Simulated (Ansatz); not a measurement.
# SiHClF (SMILES F[SiH]Cl): methods side by side

The species is SiHClF (4 atoms), meant as a doublet with charge 0. SMILES: `F[SiH]Cl`. Geometry: relaxed at GFN2-xTB.

Quantity: the electronic atomisation energy, in eV. The values are calculated. Electronic energies at fixed atoms, without zero-point motion or spin-orbit coupling.

```tsv
level	kind	program	value (eV)	less FCI/STO-3G	CPU time (all runs)
UBHLYP/STO-3G	global hybrid	Ansatz	12.98	+1.75	2.9 s
UPBE0/STO-3G	global hybrid	Ansatz	13.83	+2.60	3.3 s
U-wB97M-V/STO-3G	range-separated hybrid	Ansatz	14.18	+2.95	40 s
U-wB97X/STO-3G	range-separated hybrid	Ansatz	13.61	+2.38	16 s
UCAM-B3LYP/STO-3G	range-separated hybrid	Ansatz	13.90	+2.67	3.8 s
UB2PLYP/STO-3G	double hybrid	Ansatz	12.77	+1.54	3.6 s
UCCSDTQ/STO-3G	coupled cluster or CI	Ansatz	11.23	0.00	1.7 min
FCI/STO-3G	exact in the basis	Ansatz	11.23	0.00	2.5 s
```

FCI/STO-3G is exact within its basis and frozen core, so for wave-function methods in that basis the difference is their error; functionals converge differently with the basis, so for them it is only a difference. The values span 11.23 to 14.18 eV. All rows use very small basis sets, so none should be taken for the real molecule's value. Times are those of the runs behind each value, whatever else they computed, on shared processors of several kinds: orders of magnitude only.

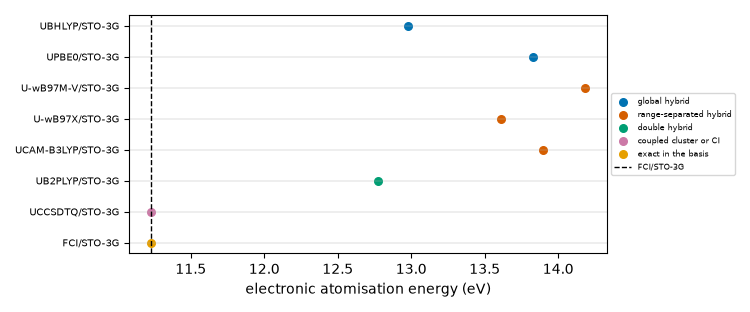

The values of the table, level by level.
